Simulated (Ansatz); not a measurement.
**C3H7Br (1-bromopropane): r2SCAN0/def2-SVP**

What is the electronic atomisation energy of C3H7Br (1-bromopropane) at r2SCAN0/def2-SVP? 

Program for the calculation: Ansatz 0.2.0.

55 further runs of the same task are left out: 55 set aside as unsound or not needed.

## 1. Starting point

C3H7Br has 11 atoms, charge 0, and is taken as a singlet. As SMILES, `CCCBr`. Geometry: relaxed at PBE0-D4/def2-TZVP. This is one conformer, not always the lowest.

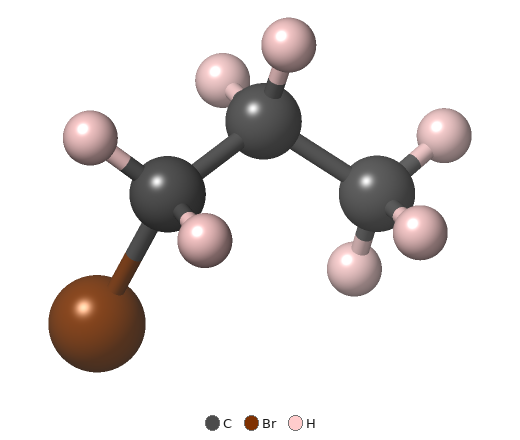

Viewed from a chosen angle; carbon dark grey, bromine brown, hydrogen pink.

## 2. A single-point energy at r2SCAN0/def2-SVP

molecule.yaml reads:

```yaml
basis:
  gaussian:
    orbitals: def2-SVP
crystal:
  periodic: [false, false, false]
  atoms:
    - {symbol: C, position_ang: [-0.555400, 1.176300, 0.174600]}
    - {symbol: C, position_ang: [-0.232700, -0.258200, 0.548300]}
    - {symbol: C, position_ang: [0.751200, -0.933400, -0.376500]}
    - {symbol: Br, position_ang: [0.042600, -1.165200, -2.181600]}
    - {symbol: H, position_ang: [-1.020500, 1.228900, -0.811600]}
    - {symbol: H, position_ang: [-1.242800, 1.621500, 0.896400]}
    - {symbol: H, position_ang: [0.349400, 1.789900, 0.151000]}
    - {symbol: H, position_ang: [-1.148000, -0.854800, 0.598800]}
    - {symbol: H, position_ang: [0.212600, -0.288200, 1.551000]}
    - {symbol: H, position_ang: [1.664500, -0.352300, -0.499500]}
    - {symbol: H, position_ang: [1.004600, -1.937400, -0.042700]}
hamiltonian:
  xc: {name: r2SCAN0}
accuracy: high
output: {orbitals: {seedname: orbitals}}
```

Started as:

```sh
$ ansatz run molecule.yaml --threads 1 --pin off --max-ram 3480MiB --events-out events.jsonl --progress --plain --runs-dir runs
```

The log of the run:

```text
Warning: RAYON_NUM_THREADS=1 ignored (pool sized by the plan → 1); use --threads N
Functional definition: r2SCAN0
  name "r2SCAN0"
  parameter a = 0.25
  parameter k0 = 0.174
  parameter k1 = 0.065
  parameter a1 = 4.9479
  exchange = (1 - a)*r2scan_x(k0 = k0, k1 = k1, a1 = a1) + a*exact_x
  correlation = r2scan_c
2527 factors; integrals over basis functions are off by at most 4.7e-9 eV
mean field evaluation 1: about -73253.2900 eV, gradient 4.4e1 eV
mean field evaluation 2: about -73252.0268 eV, gradient 4.9e1 eV
mean field evaluation 4: about -73258.2177 eV, gradient 1.9e0 eV
mean field evaluation 8: about -73258.4678 eV, gradient 1.2e-1 eV
mean field evaluation 16: about -73258.4679 eV, gradient 2.3e-5 eV
mean field -73258.46786522 eV, -2692.1990376738 hartree, gradient 4.6e-8 eV, S^2 0.000000; 0 other end points of the search recorded, 0 dependent functions left out
reference -73258.46786577 eV, -2692.1990376942 hartree; 30, 30 occupied and 79, 79 virtual orbitals, 2527 factors
Total energy: -73258.46786577 eV, -2692.1990376942 hartree
```

Wall time 14 s (1 thread of AMD EPYC 9R14 (Zen 4), shared host); peak memory 0.52 GiB.

## 3. The Br atom at the same level

molecule.yaml reads:

```yaml
crystal:
  periodic: [false, false, false]
  atoms:
    - {symbol: Br, position_ang: [0.000000, 0.000000, 0.000000]}
basis:
  gaussian:
    orbitals: def2-SVP
magnetization:
  spin_polarized: true
  initial_magnetization: 1
hamiltonian:
  xc: {name: r2SCAN0}
accuracy: high
```

Started as:

```sh
$ ansatz run molecule.yaml --threads 1 --pin off --max-ram 3480MiB --events-out events.jsonl --progress --plain --runs-dir runs
```

The log of the run:

```text
Warning: RAYON_NUM_THREADS=1 ignored (pool sized by the plan → 1); use --threads N
[... 8 set-up lines as earlier in the session ...]
307 factors; integrals over basis functions are off by at most 4.2e-9 eV
mean field evaluation 1: about -70036.2576 eV, gradient 3.2e0 eV
mean field evaluation 2: about -70036.3140 eV, gradient 8.2e-1 eV
mean field evaluation 4: about -70036.3186 eV, gradient 3.4e-1 eV
mean field evaluation 8: about -70036.3189 eV, gradient 1.4e-3 eV
mean field evaluation 16: about -70036.3189 eV, gradient 4.9e-8 eV
mean field -70036.31885787 eV, -2573.7872457048 hartree, gradient 4.3e-8 eV, S^2 0.753104; 0 other end points of the search recorded, 0 dependent functions left out
reference -70036.31885833 eV, -2573.7872457216 hartree; 18, 17 occupied and 14, 15 virtual orbitals, 307 factors
Total energy: -70036.31885833 eV, -2573.7872457216 hartree
```

It took 2.2 s on 1 thread of AMD EPYC 9R14 (Zen 4), shared host; peak memory 0.16 GiB.

## 4. The C atom at the same level

job.yaml reads:

```yaml
basis:
  gaussian:
    orbitals: def2-SVP
crystal:
  periodic: [false, false, false]
  atoms:
    - {symbol: C, position_ang: [0.000000, 0.000000, 0.000000]}
accuracy: high
hamiltonian:
  xc: {name: r2SCAN0}
magnetization:
  spin_polarized: true
  initial_magnetization: 2
```

Run the same way, it converges to -37.78832 Eh (log not shown).

## 5. The H atom

job.yaml reads:

```yaml
crystal:
  periodic: [false, false, false]
  atoms:
    - {symbol: H, position_ang: [0.000000, 0.000000, 0.000000]}
basis:
  gaussian:
    orbitals: def2-SVP
magnetization:
  spin_polarized: true
  initial_magnetization: 1
hamiltonian:
  xc: {name: r2SCAN0}
accuracy: high
```

Run the same way, it converges to -0.49923 Eh (log not shown).

## 6. Outcome

Level: r2SCAN0/def2-SVP.

```
                     quantity           value
       molecule: total energy  -2692.19904 Eh
        molecule: HOMO energy        -7.87 eV
        molecule: LUMO energy         0.61 eV
      molecule: HOMO–LUMO gap         8.47 eV
        Br atom: total energy  -2573.78725 Eh
                Br atom: ⟨S²⟩           0.753
         C atom: total energy    -37.78832 Eh
                 C atom: ⟨S²⟩           2.005
         H atom: total energy     -0.49923 Eh
                 H atom: ⟨S²⟩           0.750
electronic atomisation energy       42.239 eV
```

In words: Taking the molecule apart into free atoms costs 42.24 eV (4075 kJ/mol), before zero-point energy and without spin-orbit coupling.
